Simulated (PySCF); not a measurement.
# C10H13Br (1-bromo-4-tert-butylbenzene): the cost of one run

Computed with PySCF 2.14.0 and routines of our own; the level stands in each step. Atoms count from 0.

### Step 1. The system as given

24 atoms, charge 0, multiplicity 1; geometry from: GFN2-xTB.

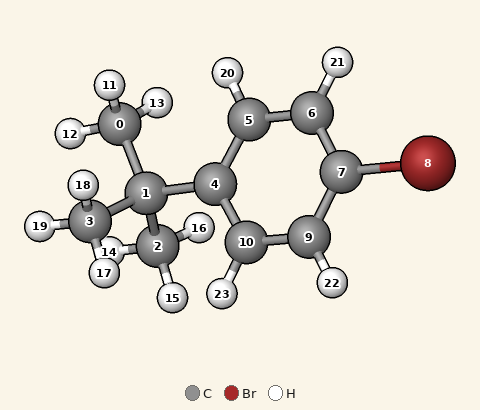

The starting geometry (carbon grey, bromine red, hydrogen white).

### Step 2. Relaxing the molecule at PBE0-D3(BJ)/def2-SVP

The job: settings as JSON, then the geometry in Å.

```
{"job": {"xc": "PBE0", "basis": "def2-SVP", "d3": "d3bj", "grid": 2, "kind": "geom"}, "charge": 0, "multiplicity": 1}
C     -1.825840     1.245932    -0.526549
C     -1.165862    -0.029949     0.002613
C     -1.617102    -1.204649    -0.876808
C     -1.636620    -0.251344     1.447138
C      0.352263     0.048883    -0.016700
C      1.044633     1.166479    -0.468952
C      2.428672     1.206618    -0.473259
C      3.140238     0.113744    -0.018508
Br     5.048224     0.160230    -0.020146
C      2.482907    -1.014221     0.438589
C      1.101570    -1.035901     0.435354
H     -1.556429     2.107033     0.080358
H     -2.907387     1.135983    -0.490207
H     -1.543228     1.433937    -1.559623
H     -2.703242    -1.253588    -0.904159
H     -1.244661    -2.151964    -0.497523
H     -1.251665    -1.077594    -1.893550
H     -1.262465    -1.189072     1.848219
H     -1.286399     0.556585     2.086078
H     -2.723434    -0.275177     1.484990
H      0.516551     2.033593    -0.829697
H      2.946556     2.084365    -0.828889
H      3.044152    -1.865323     0.793057
H      0.606837    -1.924833     0.795730
```

The run is started by

```bash
$ OMP_NUM_THREADS=1 python excited_run.py task.json out
```

This one command runs all jobs of the session in turn.

**Question.** How long does this first job take on 1 thread of Intel Xeon Platinum 8259CL at 2.50GHz, shared host, and how much memory does it need?

About 5.8 min, with a peak of 1.2 GiB.
